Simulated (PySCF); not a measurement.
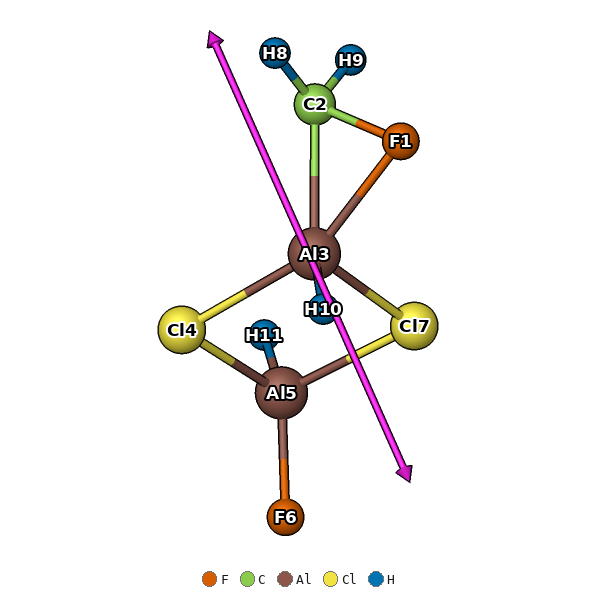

The double arrow shows the direction of the transition dipole to excited singlet state 1 (its length means nothing). The computed structure is the end point of a GFN2-xTB optimisation. No frequency run is at hand to confirm it as a minimum. Properties computed with TDDFT CAM-B3LYP/def2-SVPD, vertical, gas phase, core orbitals frozen in the response (PySCF 2.14.0).

Where does the transition lie, and how strong is it?

Answer. 6.89 eV (180 nm), oscillator strength 0.038, of mixed character, with the largest part HOMO → LUMO+2 (weight 0.47); transition dipole 1.21 D.

The geometry is semi-empirical. Around Al such bond lengths and angles can be off by a tenth of an ångström or more and by several degrees, and values that hang on the shape move with them.
